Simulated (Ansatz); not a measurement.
The starting structures come from a database of crystals and need not be the phases stable at ambient conditions.

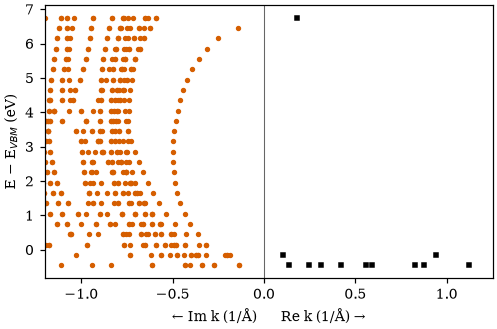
Figure. Complex bands at the centre of the two-dimensional zone; r2SCAN run with Ansatz (a first-principles code)

The gap is the functional's own. No spin-orbit coupling. Mid-gap values are interpolated on the energy grid.

### Question
This is Cs2SnF6 (P-3m1, not sure to be the ambient phase, 9 atoms a cell, 19.1 Å³ an atom) along the normal of (111). Read off the slowest decay at the centre of the two-dimensional zone at 3.15 eV, the computed energy nearest the middle of the gap.

### Answer
κ ≈ 0.50 1/Å, a decay length 1/(2κ) of the density of 1.0 Å.
